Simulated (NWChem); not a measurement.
# One shape, several levels: CH6Si (methylsilane)

Aim: a comparison of 6 runs (HF/def2-TZVP, B3LYP/6-31G*, B3LYP/def2-TZVP, PBE0/def2-TZVP, MP2/def2-TZVP, CCSD(T)/def2-TZVP) of CH6Si (methylsilane). 

The calculation is run with NWChem 7.3.0.

5 further runs of the same task are left out: 2 that didn't finish, 3 set aside as unsound or not needed. Runs told in other sessions of the task aren't counted.

## Step 1: The structure to begin with

CH6Si: 8 atoms, total charge 0, spin state singlet. SMILES: `C[SiH3]`. The C1–Si2 distance was set to 3.367 Å, away from the relaxed value. At this shape a bond of the SMILES string is far longer than usual.

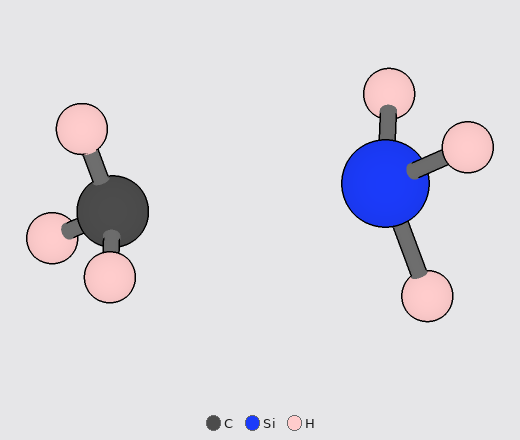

The structure, seen from a chosen angle (carbon dark grey, silicon blue, hydrogen pink).

## Step 2: The energy at HF/def2-TZVP (run 1)

File ch6si.xyz:

```xyz
8

C     -0.456629     0.603163    -2.365704
Si     0.162420    -0.214550     0.841500
H     -1.515599     0.475933    -2.600984
H      0.120341    -0.027997    -3.045204
H     -0.188529     1.644143    -2.559264
H     -0.624960     0.646220     1.765390
H      1.605560    -0.040010     1.159870
H     -0.203110    -1.633210     1.102780
```

File run.py:

```python
from ase.io import read
from ase.calculators.nwchem import NWChem

system = read('ch6si.xyz')

calc = NWChem(
    label='ch6si',
    theory='scf',
    memory='2200 mb',
    basis='def2-TZVP',
    basispar='spherical bse',
    scf={'nopen': '0', 'rhf': None, 'thresh': '1e-08', 'maxiter': '80'},
    task='energy',
)
system.calc = calc

print(f"energy = {system.get_potential_energy():.6f} eV")
print("dipole (e A):", system.get_dipole_moment().round(4))
```

On the command line:

```console
$ export ASE_NWCHEM_COMMAND="nwchem PREFIX.nwi > PREFIX.nwo"
$ python run.py
```

Output:

```text
energy = -8983.838284 eV
dipole (e A): [ 0.0144 -0.0191  0.0747]
```

The calculator wrote ch6si.nwi:

```
title "ch6si"

permanent_dir ch6si

scratch_dir ch6si

start ch6si

geometry units angstrom nocenter noautosym noautoz
  C  -4.5662900000000001e-01 6.0316300000000000e-01 -2.3657040000000000e+00
  Si 1.6242000000000001e-01 -2.1454999999999999e-01 8.4150000000000003e-01
  H  -1.5155989999999999e+00 4.7593299999999999e-01 -2.6009840000000000e+00
  H  1.2034100000000000e-01 -2.7997000000000001e-02 -3.0452040000000000e+00
  H  -1.8852900000000000e-01 1.6441429999999999e+00 -2.5592640000000002e+00
  H  -6.2495999999999996e-01 6.4622000000000002e-01 1.7653900000000000e+00
  H  1.6055600000000001e+00 -4.0009999999999997e-02 1.1598700000000000e+00
  H  -2.0311000000000001e-01 -1.6332100000000001e+00 1.1027800000000001e+00
end

memory 2200 mb

basis spherical bse noprint
   * library def2-TZVP
end

scf
  nopen 0
  rhf
  thresh 1e-08
  maxiter 80
end

task scf energy
```

ch6si.nwo:

```text
Northwest Computational Chemistry Package (NWChem) 7.3.0
             --------------------------------------------------------

           Job information
           ---------------

    nwchem branch   = 7.3.0
    use scalapack   = T
    input           = ch6si.nwi
    prefix          = ch6si.
    data base       = ch6si/ch6si.db
    status          = startup
    nproc           =        1

           Memory information
           ------------------

[... 5 lines left out ...]
    hardfail = no
[... 128 lines left out ...]
         Quadratically convergent ROHF
[... 15 lines left out ...]
       Final RHF  results
[... 4 lines left out ...]
      Two-electron energy =    171.478689667965
[... 32 lines left out ...]
                       ROHF Final Molecular Orbital Analysis
[... 243 lines left out ...]
       Multipole analysis of the density wrt the origin
       ------------------------------------------------

     L   x y z        total         open         nuclear
     -   - - -        -----         ----         -------
     0   0 0 0     -0.000000      0.000000     26.000000

     1   1 0 0      0.027262      0.000000     -2.404092
[... 8 lines of this table left out ...]
     2   0 0 2    -16.115815      0.000000    256.257023

 Task  times  cpu:       19.0s     wall:       19.0s
 Total times  cpu:       19.0s     wall:       19.0s
```

Wall time 20 s (1 thread of Intel Xeon at 2.60GHz (Ice Lake), shared host); peak memory 0.11 GiB.

## Step 3: A single-point energy at B3LYP/6-31G(d) (spherical functions) (run 2)

File test.nw:

```
start test
title "CH6Si energy"
memory 2200 mb

geometry units angstroms noautosym nocenter noautoz
  C    -0.456629    0.603163   -2.365704
  Si    0.162420   -0.214550    0.841500
  H    -1.515599    0.475933   -2.600984
  H     0.120341   -0.027997   -3.045204
  H    -0.188529    1.644143   -2.559264
  H    -0.624960    0.646220    1.765390
  H     1.605560   -0.040010    1.159870
  H    -0.203110   -1.633210    1.102780
end

basis spherical bse
  * library 6-31G*
end

dft
  xc b3lyp
  grid xfine
  convergence energy 1e-08
  iterations 100
  mulliken
  print low
end

task dft
```

On the command line:

```console
$ nwchem test.nw > test.out
```

Output:

```text
[...]
 d= 0,ls=0.0,diis     1   -331.0117819916 -3.78D+02  3.17D-02  2.24D-01     1.9
[...]
 d= 0,ls=0.0,diis    10   -331.0673453833 -1.22D-09  3.65D-07  1.24D-10    14.3
         Total DFT energy =     -331.067345383303
      One electron energy =     -549.546324248148
           Coulomb energy =      199.437695209103
    Exchange-Corr. energy =      -28.422276222790
 Nuclear repulsion energy =       47.463559878531
[...]
      Total Density - Mulliken Population Analysis
     ---------------------------------------------
    Atom       Charge   Shell Charges
 -----------   ------   -------------------------------------------------------
    1 C    6     6.50   2.00  0.68  1.94  0.73  1.11  0.02
    2 Si  14    13.84   2.00  2.00  5.96  1.05  1.77  0.37  0.59  0.10
    3 H    1     0.84   0.52  0.32
    4 H    1     0.84   0.52  0.32
    5 H    1     0.84   0.52  0.32
    6 H    1     1.05   0.50  0.54
    7 H    1     1.05   0.50  0.54
    8 H    1     1.05   0.50  0.54
[...]
```

It took 15 s on 1 thread of Intel Xeon at 2.60GHz (Ice Lake), shared host; peak memory 0.14 GiB.

Runs 3 to 5 aren't shown in full; the table further down has their settings and results.

## Step 4: The energy at CCSD(T)/def2-TZVP (run 6)

File job.nw:

```
START job
memory 2200 mb

GEOMETRY units angstrom noautosym nocenter noautoz
  C    -0.456629    0.603163   -2.365704
  Si    0.162420   -0.214550    0.841500
  H    -1.515599    0.475933   -2.600984
  H     0.120341   -0.027997   -3.045204
  H    -0.188529    1.644143   -2.559264
  H    -0.624960    0.646220    1.765390
  H     1.605560   -0.040010    1.159870
  H    -0.203110   -1.633210    1.102780
END

BASIS spherical bse
  C library def2-TZVP
  Si library def2-TZVP
  H library def2-TZVP
END

SCF
  thresh 1e-08
  maxiter 80
  noprint "final vectors analysis"
END

CCSD
  freeze core 6
  maxiter 60
END

TASK ccsd(t) energy
```

On the command line:

```console
$ nwchem job.nw > job.out
```

Output:

```text
[...]
  functions       =   104
[...]
  wavefunction    = RHF
[...]
         Total SCF energy =   -330.149970174119
      One-electron energy =   -549.092219720633
      Two-electron energy =    171.478689667983
 Nuclear repulsion energy =     47.463559878531
        Time for solution =     18.4s
[...]
 Total MP2 energy:           -330.465614486797790
[...]
             energy      energy      error      ampl     ampl      Block
                                                time     time      time
[...]
 Total CCSD energy:           -330.516481953211439
[...]
 Total CCSD+T(CCSD) energy:           -330.536935151348700
[...]
 Total CCSD(T) energy:                -330.536068748722755
[...]
```

Run time: 2.9 min. Hardware: 1 thread of Intel Xeon at 2.60GHz (Ice Lake), shared host; peak memory 0.25 GiB.

## Step 5: All runs side by side

```csv
run,level,iteration cap,module,energy (Eh),wall time
1,HF/def2-TZVP,80,scf,-330.149970,20 s
2,B3LYP/6-31G* (spherical functions),100,dft,-331.067345,15 s
3,B3LYP/def2-TZVP,100,dft,-331.119010,24 s
4,PBE0/def2-TZVP,100,dft,-330.899477,20 s
5,MP2/def2-TZVP,80,mp2,-330.465614,24 s
6,CCSD(T)/def2-TZVP,80,ccsd(t),-330.536069,2.9 min
```

## Step 6: What came out

| quantity | value |
| --- | --- |
| run 6: total energy | -330.53607 Eh |
| run 6: correlation energy (6 core orbitals frozen) | -386.1 mEh |
| run 6: (T) correction | -19.59 mEh |

Below the HF energy at the same shape and in the same basis (def2-TZVP): MP2 -315.6 mEh; CCSD(T) -386.1 mEh. Over runs 1, 3, 4 the dipole moment (its size) runs from 0.30 D (B3LYP/def2-TZVP) to 0.38 D (HF/def2-TZVP). Totals of different functionals can't be ranked against each other. In all runs a closed-shell determinant meets a far-stretched bond; if it breaks into open shells, such a determinant describes it badly, and no broken-symmetry solution was shown. All runs together took 4.6 min, the longest 2.9 min.
